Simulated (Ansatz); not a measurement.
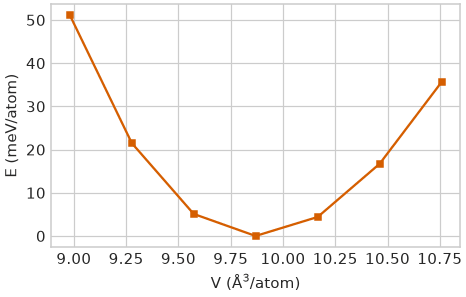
*GaN (CsCl type, Pm-3m) under volume change, PBEsol (plane waves, PAW; program Ansatz), scaled uniformly.*

Problem. What does a third-order Birch–Murnaghan fit give for V₀, B₀ and B′?

Solution. V₀ = 9.88 Å³/atom, B₀ = 169 GPa, B′ = 4.6.

The cell is a constructed one: a structure type filled with these elements; neither database checked (COD, Materials Project) lists it. It is not the phase usual at ambient conditions (space group No. 186, 216). The cell was relaxed with PBEsol under the symmetry of its start. At this level the phase is dynamically unstable (imaginary phonons).

Potentials: the earlier of the program's two PAW sets. The files were generated under PBE; for other functionals the program regenerates the frozen cores, and for LDA and PBEsol the local potential too.
